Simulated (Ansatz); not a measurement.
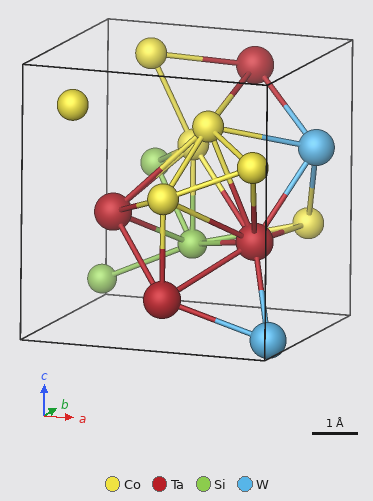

Starting frame of a dynamics run of an amorphous cell of composition Ta$_{4}$Co$_{7}$Si$_{3}$W$_{2}$ (16 atoms in the cell). Style: ball-and-stick. Shown: the simulation cell, slightly off an axis. Bonds to atoms that aren't drawn are left out.

Level of theory: DFT PBE, scalar-relativistic, plane waves, PAW in Ansatz.

The input:
```yaml
crystal:
  lattice:
    - [5.85366, -0.015007, -0.072126]
    - [-0.015007, 6.047794, 0.087636]
    - [-0.072126, 0.087636, 6.314237]
  atoms:
    - { symbol: Co, position: [0.4652474645, 0.6753294038, 0.6333199343] }
    - { symbol: Co, position: [0.3180265003, 0.5933734531, 0.9666294492] }
    - { symbol: Co, position: [0.1990751899, 0.0175725222, 0.8652020315] }
    - { symbol: Co, position: [0.5498983191, 0.0816031481, 0.538583795] }
    - { symbol: Co, position: [0.8982844772, 0.1304276042, 0.6707714763] }
    - { symbol: Co, position: [0.6320990151, 0.3676657673, 0.7617058433] }
    - { symbol: Co, position: [0.8535227898, 0.9191464893, 0.3368003173] }
    - { symbol: Ta, position: [0.7859930691, 0.4845780695, 0.3357876285] }
    - { symbol: Ta, position: [0.6514644719, 0.8579335746, 0.9058295951] }
    - { symbol: Ta, position: [0.5223893505, 0.1595359101, 0.1583741474] }
    - { symbol: Ta, position: [0.2432934616, 0.3776114696, 0.4215682112] }
    - { symbol: Si, position: [0.2090868741, 0.9668236372, 0.5000926878] }
    - { symbol: Si, position: [0.4426146152, 0.7414763686, 0.2598046524] }
    - { symbol: Si, position: [0.045571483, 0.824211043, 0.0894843436] }
    - { symbol: W, position: [0.9229071769, 0.2588648924, 0.0255731547] }
    - { symbol: W, position: [0.9805180551, 0.6405152415, 0.6673086978] }
  symmetry: { detect: false }
basis:
  ecutwfc: 420
  xc_grid: 1
kpoints:
  mp_grid: { grid: [1, 1, 1], shift: [0.25, 0.25, 0.25] }
hamiltonian:
  xc: pbe
scf:
  occupations: { method: fermi_dirac, width: 0.2964 }
  lower_state_search: "off"
  convergence: { dr2_threshold: 1.0e-05 }
output:
  forces: true
  stress: true
md:
  timestep: 3.0
  n_steps: 114
  ensemble: nvt_langevin
  friction: 0.03
  temperature: 3440.0
  initial_velocities: maxwell_boltzmann
  seed: 60232
```

Command:
```bash
ansatz run input.yaml --threads 2 --pin off --max-ram 5120MiB --backend cpu --events-out ev --progress --plain --runs-dir out
```

What does the trajectory do?

Answer. The mean temperature in the second half is 3188 K (standard deviation 481 K). The potential energy in the second half lies on average 40.5 meV per atom above the first frame. The mean pressure there is 14.3 GPa. Root-mean-square distances from the starting positions over the second half, with the common drift of all atoms taken out: Co 0.55 Å, Ta 0.53 Å, W 0.45 Å, Si 0.43 Å. Against the typical shortest distance between atoms in the first frame, about 2.2 Å these are large excursions, but over 342 fs one can't yet tell strong vibration from the start of diffusion.

Along the run (each row but the first and the last is the mean over the interval that it begins):

```
time (fs)  potential energy (meV/atom)  T (K)  p (GPa)
      0.0                          0.0   3225     14.4
     33.0                        -76.4   2924     11.3
     66.0                        -55.4   2619     10.5
     99.0                        -47.1   2812     12.1
    132.0                        -59.7   2786     11.1
    165.0                        -39.8   3284     12.5
    198.0                         29.7   3027     13.1
    231.0                         67.7   3085     14.2
    264.0                         41.9   3315     13.8
    297.0                         68.2   2987     16.0
    330.0                         58.8   3686     16.2
```

The paths of the atoms:

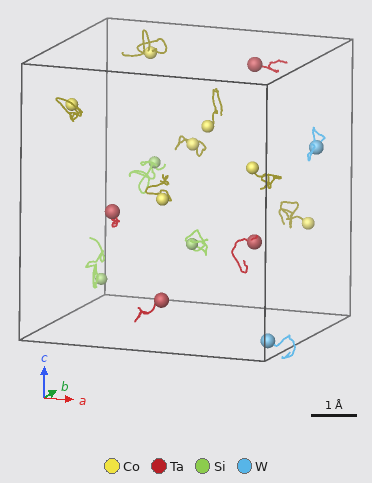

Limits of the set-up: the periodic images lie only 5.9 Å apart, so the values are limited by the cell's size.
